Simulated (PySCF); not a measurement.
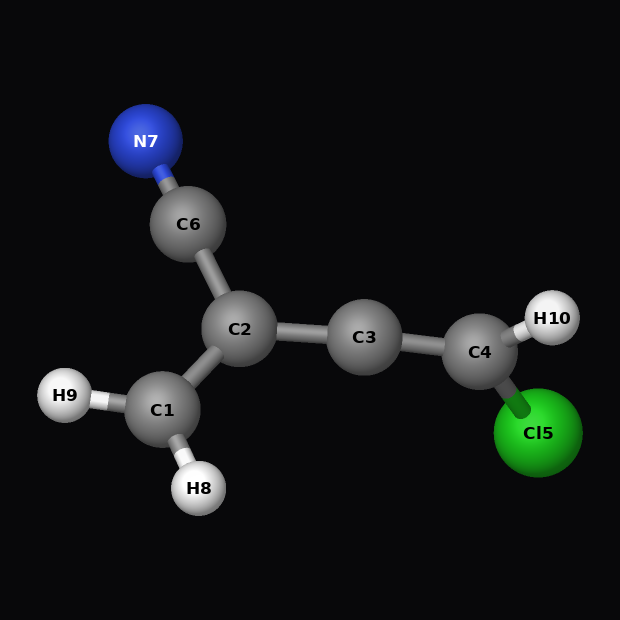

The species is neutral and a spin doublet. The computed structure is the end point of a GFN2-xTB optimisation. No frequency run is at hand to confirm it as a minimum. Computed with UKS B3LYP, pcH-1 on C Cl H N, non-relativistic (PySCF 2.14.0). Fermi-contact and spin-dipolar terms alone, no spin-orbit part.

**Which nucleus has the largest dipolar (anisotropic) hyperfine coupling?**

13C at C1: principal values −52.1, −50.6, 102.7 MHz.

List the isotropic and dipolar parts for the most strongly coupled nuclei, one of each equivalent set.

```csv
atom,isotope,a_iso (MHz),dipolar part (MHz)
C1,13C,59.1,"−52.1, −50.6, 102.7"
C3,13C,66.2,"−55.9, −41.6, 97.5"
Cl5,35Cl,28.7,"−19.3, −16.5, 35.8"
C2,13C,−50.6,"−29.3, 11.6, 17.7"
H9,1H,−42.7,"−25.2, −0.9, 26.1"
H8,1H,−41.1,"−21.8, −2.2, 23.9"
C4,13C,−17.0,"−10.3, 1.3, 9.1"
H10,1H,70.8,"−3.9, −1.3, 5.2"
```
